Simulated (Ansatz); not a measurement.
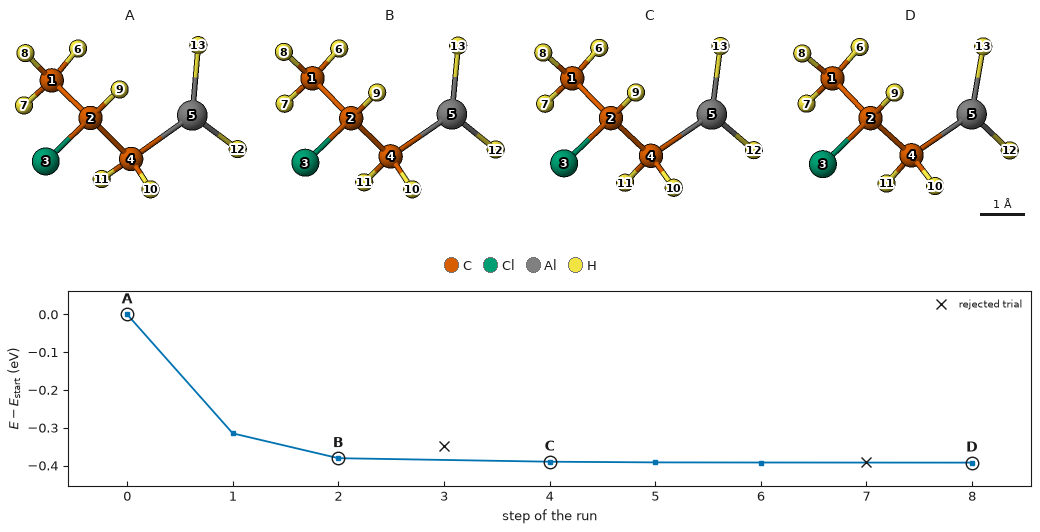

Frames of a relaxation of C3H8AlCl (coarse preliminary run), marked on the history of the run. The picture is a ball-and-stick view, seen at a tilt.

The start comes from a force field.

All numbers below come from Ansatz, RKS PBE-D4/def2-SVP.

Input file:
```yaml
crystal:
  periodic: [false, false, false]
  atoms:
    - {symbol: C, position_ang: [-1.418900, -0.665800, 0.286700]}
    - {symbol: C, position_ang: [0.028500, -0.886000, 0.433900]}
    - {symbol: Cl, position_ang: [0.305900, -2.630000, 0.227000]}
    - {symbol: C, position_ang: [0.942500, -0.095500, -0.595600]}
    - {symbol: Al, position_ang: [0.956300, 1.861500, -0.249900]}
    - {symbol: H, position_ang: [-1.700200, 0.464800, 0.455200]}
    - {symbol: H, position_ang: [-1.778000, -0.894500, -0.743200]}
    - {symbol: H, position_ang: [-1.997100, -1.208100, 1.006600]}
    - {symbol: H, position_ang: [0.349900, -0.582400, 1.504900]}
    - {symbol: H, position_ang: [1.921000, -0.464600, -0.537100]}
    - {symbol: H, position_ang: [0.464800, -0.270800, -1.596700]}
    - {symbol: H, position_ang: [1.826700, 2.825700, -1.174800]}
    - {symbol: H, position_ang: [0.119000, 2.511000, 0.997900]}
basis:
  gaussian: {orbitals: def2-SVP}
hamiltonian: {xc: pbe, dispersion: d4}
relax: {f_tol: 0.03, max_steps: 200}
```

Command:
```bash
ansatz run in.yaml --threads 4 --pin off --events-out ev --progress --plain --max-ram 10444MiB
```

Describe the path.

Answer. Over 6 accepted moves (8 points after the start) the energy falls by 0.392 eV. Largest force component: 3.6 eV/Å at the start, 0.005 eV/Å at the end. The line search rejected the trial steps at points 3, 7 of the run. The forces were under the threshold at step 5, but the run went on from there. The largest move after the best rigid fit is that of H12, 0.25 Å. Largest moves by element: H 0.25 Å, C 0.09 Å, Cl 0.09 Å, Al 0.05 Å. Some distances before and after: C2–Cl3 1.778 → 1.848 Å, C2–C4 1.588 → 1.518 Å, C4–H10 1.047 → 1.115 Å, C1–H6 1.177 → 1.112 Å. Bond angles that change, for instance: H10–C4–H11 113.1° → 104.6°, Cl3–C2–H9 108.7° → 103.2°, C2–C4–H11 104.8° → 110.1°. Cost: 8 s on 4 threads of INTEL XEON PLATINUM 8581C @ 2.30GHz, with other jobs on the host. From step 0 to 2: H11 moves most (0.11 Å), energy −0.380 eV. From step 2 to 4: H12 moves most (0.07 Å), energy −0.009 eV. From step 4 to 8: H12 moves most (0.12 Å), energy −0.002 eV.

```
step  E − E(0), eV  largest force component, eV/Å      note
   0        0.0000                         3.6331          
   1       -0.3147                         1.2333          
   2       -0.3803                         0.3119          
   3       -0.3475                         0.5297  rejected
   4       -0.3896                         0.0467          
   5       -0.3914                         0.0174          
   6       -0.3918                         0.0356          
   7       -0.3911                         0.0648  rejected
   8       -0.3921                         0.0050
```
